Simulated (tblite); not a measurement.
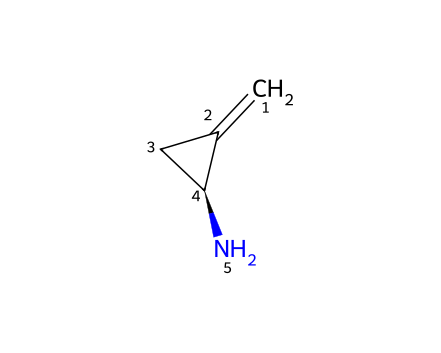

Skeletal drawing with numbered atoms; wedges and dashes mark any stereocentres. The configuration is that of a computed structure (GFN2-xTB).

Question: Assign CIP descriptors.

Answer: C4: S.

Question: Write the isomeric SMILES.

Answer: C=C1C[C@@H]1N
